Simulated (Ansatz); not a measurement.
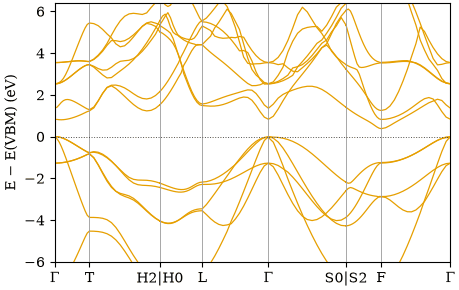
Fig. 1. Band structure from the program Ansatz at the PBE level (PAW)

**Question.** Read off the gap and where the band edges lie.

**Answer.** About 0.4 eV (0.38 eV by a search for the band edges); maximum at Γ, minimum at F.

The material is SiGe in space group R-3m (No. 166; Si on 6c, Ge on 6c).

The start of the workflow was typed in or built on a structure type; neither database checked (COD, Materials Project) lists it. Whether it is the stable phase at ambient conditions was not checked. The cell was relaxed with PBE under the symmetry of its start; whether a distortion lowers the energy is not shown. Spin–orbit coupling is left out wherever it is not named.

Potentials: the earlier of the program's two PAW sets.
